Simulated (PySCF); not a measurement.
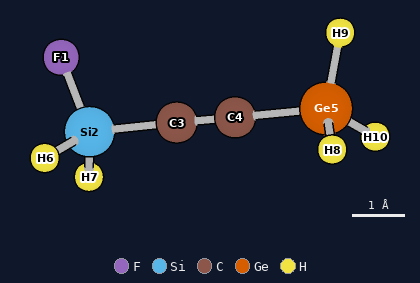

Figure 1. The structure (ball-and-stick view, seen at a tilt; atoms are numbered from 1 in the order of the input). Sticks mark near contacts. Bond lengths as drawn: C–C 1.22 Å, C–Ge 1.91 Å, C–Si 1.83 Å, F–Si 1.62 Å, Ge–H 1.53 Å and H–Si 1.49 Å.

## C$_{2}$H$_{5}$FGeSi: a changed input and its effect

System: C$_{2}$H$_{5}$FGeSi, SMILES F[SiH2]C#[C][GeH3].
Method of the first run: GIAO PBE0/pcSseg-1 NMR shielding, non-relativistic, gas phase (PySCF 2.14.0).

The geometry comes from this level: PBE0-D3(BJ)/def2-SVP. Text and figures count atoms from 1; the logs count them from 0 in places.

### Input file, the first run
```
{"job": {"kind": "nmr", "xc": "PBE0", "basis": "pcSseg-1"}, "charge": 0, "multiplicity": 1}
F      3.360896    -1.360681     0.818752
Si     2.459097    -1.337146    -0.530491
C      0.809142    -0.663833    -0.133705
C     -0.302090    -0.214698     0.113633
Ge    -2.028588     0.487982     0.513926
H      3.136247    -0.461994    -1.521597
H      2.329312    -2.732479    -1.023681
H     -2.398920     1.507953    -0.571145
H     -1.965102     1.162683     1.890273
H     -3.034537    -0.670700     0.526365
```

The first line tells a small driver script what to run in PySCF; the rest is the geometry in Å.

Hardware: 1 CPU thread, shared host.

### Output (the first run)
```
coarse grid: 41848 points
cycle   1  E = -2544.6210412754  dE = -3.945e-01  |g| = 1.030e+00  |ddm| = 3.320e+00
cycle   2  E = -2544.5442159103  dE =  7.683e-02  |g| = 1.212e+00  |ddm| = 1.415e+00
cycle   3  E = -2544.7218229508  dE = -1.776e-01  |g| = 1.597e-01  |ddm| = 8.932e-01
cycle   4  E = -2544.7249036268  dE = -3.081e-03  |g| = 6.841e-02  |ddm| = 1.358e-01
cycle   5  E = -2544.7254806838  dE = -5.771e-04  |g| = 3.042e-02  |ddm| = 5.937e-02
cycle   6  E = -2544.7257056943  dE = -2.250e-04  |g| = 4.551e-03  |ddm| = 2.146e-02
cycle   7  E = -2544.7257102728  dE = -4.579e-06  |g| = 7.526e-04  |ddm| = 4.412e-03
final grid: 85848 points
cycle   8  E = -2544.7256648189  dE =  1.898e-08  |g| = 8.543e-04  |ddm| = 1.984e-03
cycle   9  E = -2544.7256644682  dE =  3.507e-07  |g| = 1.483e-03  |ddm| = 1.931e-03
cycle  10  E = -2544.7256649777  dE = -5.095e-07  |g| = 3.354e-04  |ddm| = 1.154e-03
cycle  11  E = -2544.7256650058  dE = -2.813e-08  |g| = 6.131e-05  |ddm| = 2.869e-04
cycle  12  E = -2544.7256650066  dE = -7.226e-10  |g| = 7.854e-06  |ddm| = 5.065e-05
converged SCF energy = -2544.7256650066

GIAO shielding tensors (ppm)
atom      isotropic    diamagn.    paramagn.     s11        s22        s33       span
  0 F      386.907     467.504     -80.596    356.994    383.613    420.114     63.120
  1 Si     385.043     878.662    -493.619    334.698    368.606    451.827    117.130
  2 C       69.371     261.993    -192.622    -34.024    -26.271    268.409    302.433
  3 C       67.099     273.831    -206.732    -28.023    -26.457    255.778    283.801
  4 Ge    1609.010    2754.912   -1145.902   1586.847   1589.803   1650.380     63.533
  5 H       26.246      28.486      -2.240     23.069     24.880     30.790      7.721
  6 H       26.245      27.896      -1.651     23.070     24.876     30.788      7.718
  7 H       26.990      27.349      -0.359     20.571     22.471     37.928     17.357
  8 H       26.931      27.271      -0.340     20.524     22.457     37.811     17.287
  9 H       26.976      27.029      -0.053     20.537     22.458     37.932     17.395
```

For the second run the input was changed thus:
```diff
-"basis": "pcSseg-1"
+"basis": "pcSseg-2"
+"pop": false
```

What does this change do to the results?

The total energy of the second run is 238.2 kcal/mol lower, which measures the change of basis and not a stability. The LUMO goes from −1.07 to −1.15 eV. Of all shieldings, the largest change is that of Si2, by −6.5 ppm. The number of SCF iterations is the same. The basis functions go from 141 to 284.

### Output (the second run)
```
coarse grid: 41848 points
cycle   1  E = -2544.9922552422  dE = -4.208e-01  |g| = 1.189e+00  |ddm| = 2.582e+00
cycle   2  E = -2544.8817822274  dE =  1.105e-01  |g| = 1.492e+00  |ddm| = 1.541e+00
cycle   3  E = -2545.1012443889  dE = -2.195e-01  |g| = 1.631e-01  |ddm| = 9.592e-01
cycle   4  E = -2545.1038618920  dE = -2.618e-03  |g| = 9.264e-02  |ddm| = 1.279e-01
cycle   5  E = -2545.1050623697  dE = -1.200e-03  |g| = 2.848e-02  |ddm| = 6.580e-02
cycle   6  E = -2545.1052534689  dE = -1.911e-04  |g| = 6.646e-03  |ddm| = 2.397e-02
cycle   7  E = -2545.1052620358  dE = -8.567e-06  |g| = 1.078e-03  |ddm| = 4.085e-03
final grid: 85848 points
cycle   8  E = -2545.1053151122  dE =  3.542e-10  |g| = 1.253e-03  |ddm| = 2.806e-03
cycle   9  E = -2545.1053142437  dE =  8.685e-07  |g| = 2.271e-03  |ddm| = 2.292e-03
cycle  10  E = -2545.1053153738  dE = -1.130e-06  |g| = 4.944e-04  |ddm| = 1.647e-03
cycle  11  E = -2545.1053154292  dE = -5.542e-08  |g| = 7.220e-05  |ddm| = 4.659e-04
cycle  12  E = -2545.1053154301  dE = -9.195e-10  |g| = 9.603e-06  |ddm| = 5.247e-05
converged SCF energy = -2545.1053154301

GIAO shielding tensors (ppm)
atom      isotropic    diamagn.    paramagn.     s11        s22        s33       span
  0 F      381.585     466.562     -84.977    352.042    382.300    410.413     58.371
  1 Si     378.558     875.554    -496.996    331.089    361.264    443.321    112.232
  2 C       66.109     259.074    -192.964    -39.109    -30.249    267.685    306.795
  3 C       63.151     261.285    -198.134    -33.857    -31.955    255.265    289.121
  4 Ge    1608.501    2756.092   -1147.591   1584.657   1587.646   1653.199     68.542
  5 H       26.162      28.923      -2.761     23.155     24.932     30.401      7.246
  6 H       26.161      28.241      -2.080     23.154     24.929     30.399      7.245
  7 H       26.963      28.635      -1.673     20.584     22.412     37.891     17.307
  8 H       26.914      28.451      -1.537     20.561     22.430     37.751     17.189
  9 H       26.952      28.165      -1.213     20.548     22.411     37.895     17.347
```

### The two runs side by side

| quantity | the first run | the second run |
| --- | --- | --- |
| outcome | converged | converged |
| total energy (hartree) | −2544.725665 | −2545.105315 |
| HOMO (eV) | −8.31 | −8.30 |
| LUMO (eV) | −1.07 | −1.15 |
| dipole moment (D) | 2.08 | 2.08 |
| shielding of F1 (ppm) | 386.9 | 381.6 |
| shielding of Si2 (ppm) | 385.0 | 378.6 |
| shielding of C3 (ppm) | 69.4 | 66.1 |
| shielding of C4 (ppm) | 67.1 | 63.2 |
| shielding of Ge5 (ppm) | 1609.0 | 1608.5 |
| shielding of H6 (ppm) | 26.2 | 26.2 |
| shielding of H7 (ppm) | 26.2 | 26.2 |
| SCF iterations | 12 | 12 |
| basis functions | 141 | 284 |
| wall time (shared host) | 20 s | 56 s |

For both runs: Spin–orbit coupling is left out, which matters for the heavy atoms.
